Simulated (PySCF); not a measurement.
C$_{4}$H$_{9}$OP

```yaml
atoms:
  - { symbol: C, position_ang: [-2.0154, 0.3015, -0.9608] }
  - { symbol: C, position_ang: [-1.4751, -0.0091, 0.2034] }
  - { symbol: C, position_ang: [-0.4394, -1.0587, 0.3930] }
  - { symbol: P, position_ang: [1.1921, -0.3593, 0.8658] }
  - { symbol: C, position_ang: [1.6362, 0.8491, -0.4245] }
  - { symbol: O, position_ang: [2.2163, -1.3735, 1.1245] }
  - { symbol: H, position_ang: [-2.7537, 1.0787, -1.0581] }
  - { symbol: H, position_ang: [-1.7416, -0.2130, -1.8675] }
  - { symbol: H, position_ang: [-1.7654, 0.5223, 1.1003] }
  - { symbol: H, position_ang: [-0.2730, -1.6410, -0.5183] }
  - { symbol: H, position_ang: [-0.7098, -1.7512, 1.1965] }
  - { symbol: H, position_ang: [0.8947, 0.4405, 1.9714] }
  - { symbol: H, position_ang: [2.5507, 1.3533, -0.1177] }
  - { symbol: H, position_ang: [0.8435, 1.5721, -0.5879] }
  - { symbol: H, position_ang: [1.8354, 0.2961, -1.3420] }
```

Geometry: GFN2-xTB.

Method: PySCF 2.14.0, CAM-B3LYP/def2-SVPD, SCF density, gas phase.

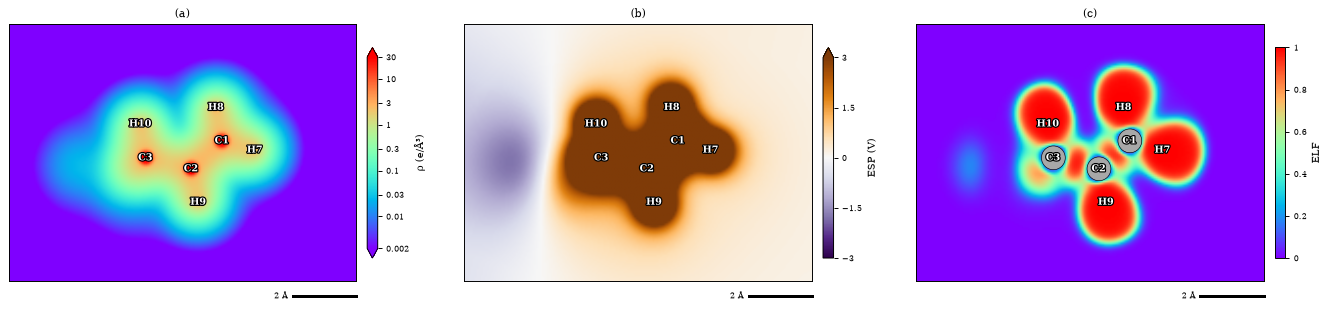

Figure 1. (a) electron density; (b) molecular electrostatic potential; (c) ELF on the plane of atoms C2, C1 and H7. Grey discs cover the atomic cores in the ELF map.

Q: Read the bonding off the picture.

A:
- The section cuts through C and H sites.
- C–C (1.32 Å): ρ is about 2.4 e/Å³ halfway; the ELF peaks at about 0.95 between the atoms: a multiple bond.
- C–H (1.08 Å): ρ is about 2 e/Å³ halfway; the ELF climbs to about 1 towards the hydrogen, as it does in any bond to H (a covalent bond by its length).
- C–C (1.49 Å): ρ at the midpoint is about 1.8 e/Å³; the ELF peaks at about 0.95 between the atoms: a covalent bond.
- Outside the dense part of the molecule the potential is most negative (−1.8 V) near O6, which lies off the plane.

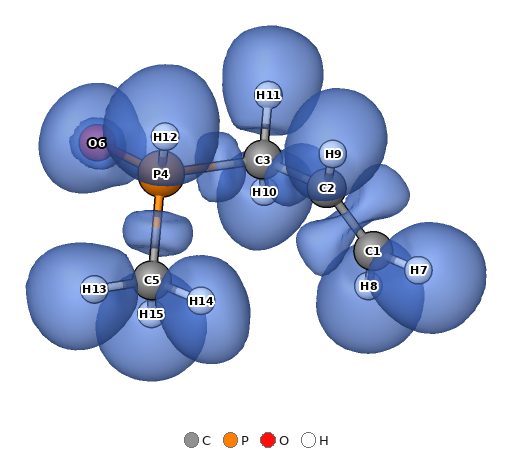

Figure 2. Isosurface of the electron localisation function at 0.75 (blue), seen at a tilt. Only the valence region is drawn (cores and ρ < 0.01 e/Å³ removed).

Q: What do the ELF domains correspond to?

A: The ELF exceeds this value in two regions between bonded C–C atoms (shared pairs), two regions between bonded C–P atoms (shared pairs), nine regions around hydrogen nuclei and one region wrapped around O (its lone pairs, merged into a ring or cap).


 P–O (1.46 Å): the ELF peaks at about 0.85 between the atoms (a polar covalent bond).

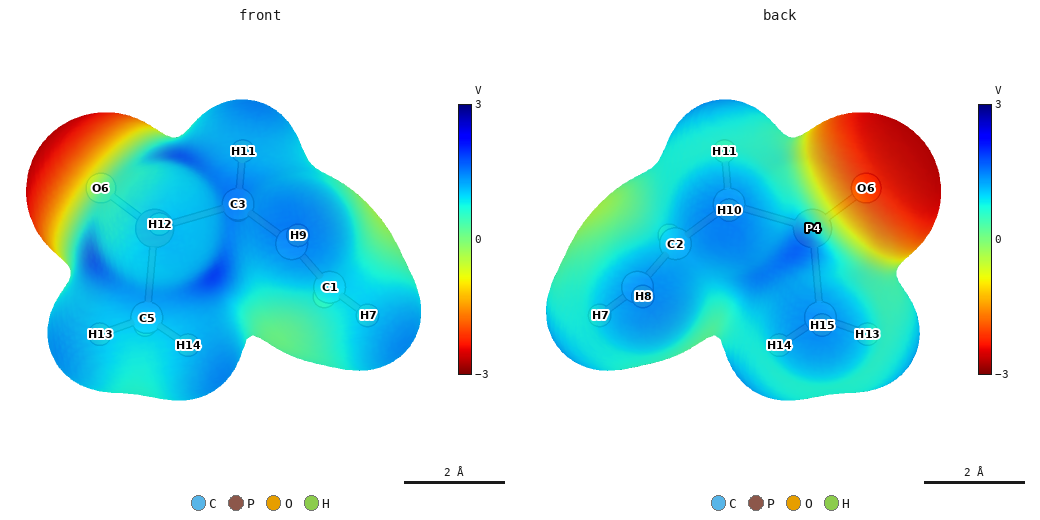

Figure 3. The electrostatic potential painted on the density surface at 0.004 e/bohr³, seen from the front and from behind; red is negative and blue positive.

Q: Which sites attract a positive test charge, and which a negative one?

A: A positive charge is drawn to the negative regions and a negative charge to the positive ones. The most negative region (about −2.7 V, or −62 kcal/mol for a unit charge) lies over O6, the most positive (about +1.7 V, or +39 kcal/mol for a unit charge) over C2 and P4. O6 is the likeliest acceptor of a hydrogen bond.

Q: What dipole moment does the calculation give?

A: Its dipole moment is 4.36 D.

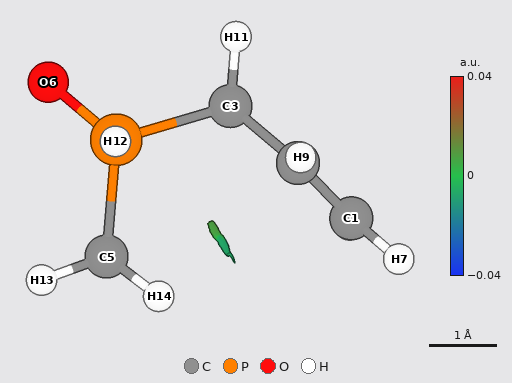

Figure 4. Non-covalent interaction (NCI) plot: the surface where the reduced density gradient is 0.4, for densities under 0.05 a.u., coloured by sign(λ₂)ρ; seen at an oblique angle.

Q: Identify the weak interactions.

A: Between H14 and C5 on one side and C2 and C1 on the other: a weak contact, attractive (blue-green) on one side and crowded (olive to red) on the other.
